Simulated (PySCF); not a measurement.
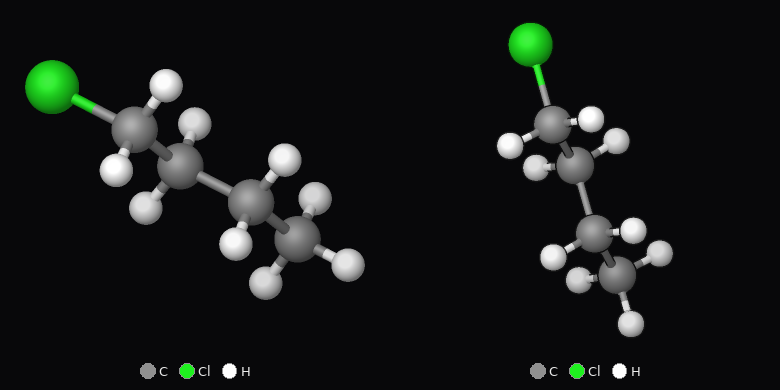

Two views of one molecule.

Describe the molecule.

The molecule is C₄H₉Cl. Its SMILES string is `CCCCCl`. It has no ring. Among its groups: C–Cl bond. The point group is Cs. Coordination: 4 C tetrahedral.

More results for the same structure follow; atom numbers are the same in all pictures, views and colours differ. Computed geometry: PBE0-D3(BJ)/def2-SVP optimisation. No frequency run is at hand to confirm it as a minimum.

### Charges

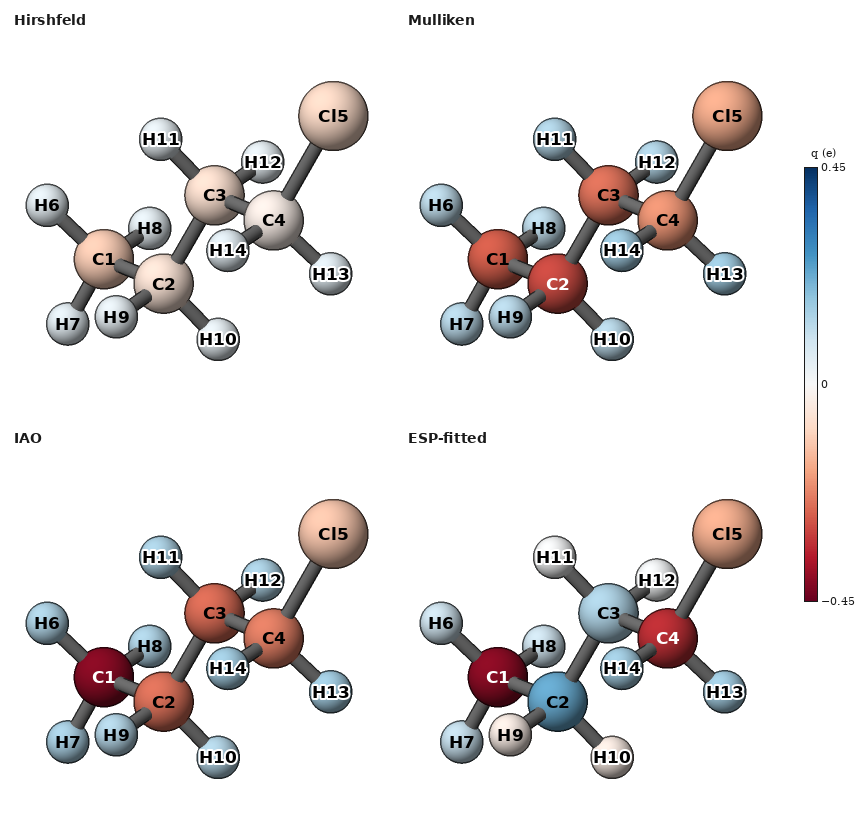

Atomic charges of one calculation by 4 schemes, on one colour scale. No frequency run is at hand to confirm it as a minimum. Level of theory: PBE0/pcSseg-1 (PySCF 2.14.0).

**On which atom do the schemes disagree most?**

On C2 (from −0.29 to 0.23 e).

List the charges (e), one line for each set of equivalent atoms.

```json
{"atom": "C1", "Hirshfeld": "−0.11", "Mulliken": "−0.27", "IAO": "−0.41", "ESP-fitted": "−0.40"}
{"atom": "C2", "Hirshfeld": "−0.06", "Mulliken": "−0.29", "IAO": "−0.24", "ESP-fitted": "0.23"}
{"atom": "C3", "Hirshfeld": "−0.07", "Mulliken": "−0.24", "IAO": "−0.25", "ESP-fitted": "0.13"}
{"atom": "C4", "Hirshfeld": "−0.03", "Mulliken": "−0.20", "IAO": "−0.23", "ESP-fitted": "−0.33"}
{"atom": "Cl5", "Hirshfeld": "−0.09", "Mulliken": "−0.16", "IAO": "−0.12", "ESP-fitted": "−0.16"}
{"atom": "H6, H8", "Hirshfeld": "0.04", "Mulliken": "0.11", "IAO": "0.14", "ESP-fitted": "0.09"}
{"atom": "H7", "Hirshfeld": "0.04", "Mulliken": "0.12", "IAO": "0.14", "ESP-fitted": "0.11"}
{"atom": "H9, H10", "Hirshfeld": "0.04", "Mulliken": "0.12", "IAO": "0.13", "ESP-fitted": "−0.03"}
{"atom": "H11, H12", "Hirshfeld": "0.04", "Mulliken": "0.13", "IAO": "0.14", "ESP-fitted": "0.01"}
{"atom": "H13, H14", "Hirshfeld": "0.05", "Mulliken": "0.16", "IAO": "0.15", "ESP-fitted": "0.15"}
```

### Electronic properties

No frequency run is at hand to confirm it as a minimum. Level of theory: PBE0/pcSseg-1, gas phase (PySCF 2.14.0).

Predict the main results.

- dipole moment: 2.33 D
- HOMO energy (Kohn–Sham orbital): −8.32 eV
- LUMO energy (Kohn–Sham orbital): 0.90 eV
- HOMO–LUMO gap: 9.22 eV

### Bond orders

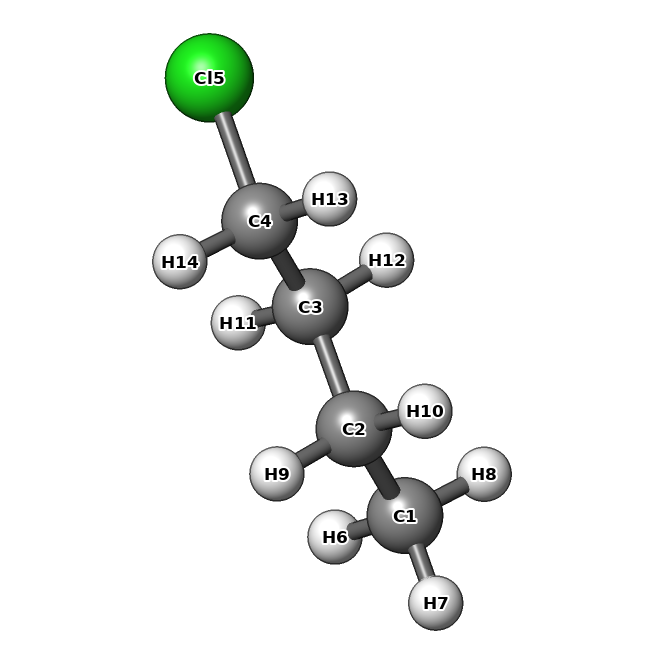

The thickness of each stick grows with its Mayer bond order. No frequency run is at hand to confirm it as a minimum. Level of theory: PBE0/pcSseg-1 (PySCF 2.14.0).

List the Mayer bond orders of C1–C2, C1–H7, C1–H6, C2–C3, C2–H9, C3–C4, C3–H11, C4–Cl5, C4–H13 (one bond of each equivalent set).

```tsv
bond	Mayer order	length (Å)
C1–C2	1.06	1.521
C1–H7	0.97	1.100
C1–H6	0.96	1.102
C2–C3	1.02	1.524
C2–H9	0.95	1.104
C3–C4	1.01	1.513
C3–H11	0.94	1.103
C4–Cl5	0.99	1.790
C4–H13	0.94	1.100
```

### NMR shielding

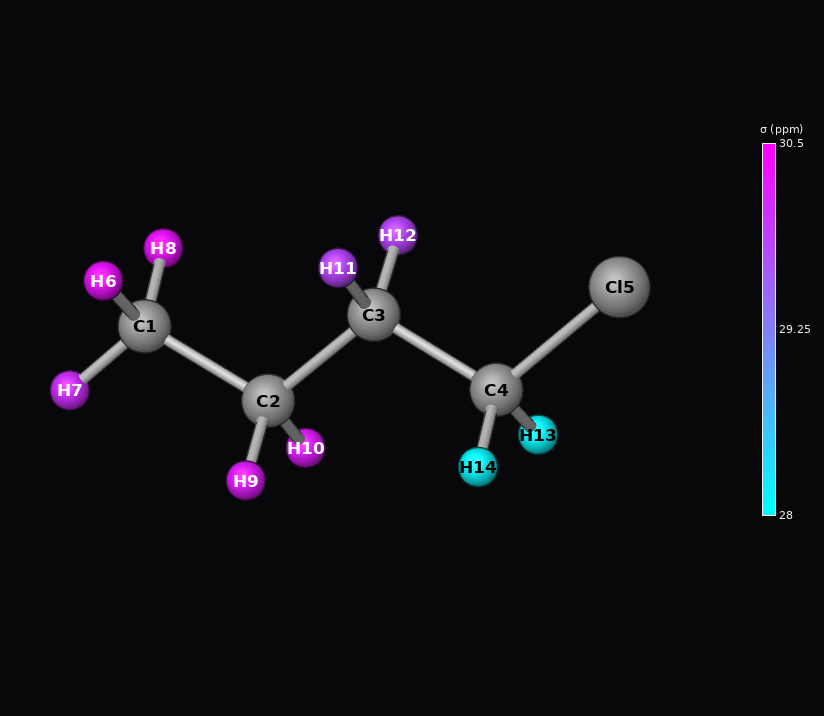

Atoms are coloured by their isotropic NMR shieldings (H only, the others grey). No frequency run is at hand to confirm it as a minimum. Properties computed with GIAO PBE0/pcSseg-1 NMR shielding, non-relativistic, gas phase (PySCF 2.14.0).

**Which H atom is the most shielded (lowest chemical shift)?**

H6, H8 (30.32 ppm).

**Which H atom is the least shielded (highest chemical shift)?**

H13, H14 (28.07 ppm).

**How wide is the range of H shifts?**

2.25 ppm.

List the isotropic NMR shieldings of the H atoms.

| atom | σ (ppm) |
| --- | --- |
| H6 | 30.32 |
| H7 | 30.05 |
| H8 | 30.32 |
| H9 | 30.21 |
| H10 | 30.21 |
| H11 | 29.81 |
| H12 | 29.82 |
| H13 | 28.07 |
| H14 | 28.07 |

Mulliken values depend strongly on the basis set and can even reverse the polarity of a bond.
